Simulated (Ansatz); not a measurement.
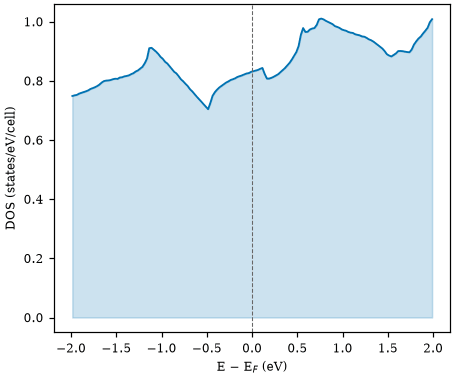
Figure. Density of states of Mg (P6_3/mmc) near the Fermi level, PBEsol, rigid bands in Ansatz (an electronic-structure program).

With 2 atoms a cell, what bare Sommerfeld coefficient γ = (π²/3) k_B² N(E_F) follows?

N(E_F) ≈ 0.83 states/eV a cell at 300 K, so γ ≈ 0.98 mJ/(mol of atoms·K²), before electron-phonon enhancement.

How far does the Fermi level move in a rigid band for 0.1 electron a cell added or removed?

120 meV and -121 meV.

A metal at this level (no band gap); rigid bands, thermally averaged at 300 K, both spins. Spin-orbit coupling is left out. Geometry: cell and atoms relaxed with PBEsol.
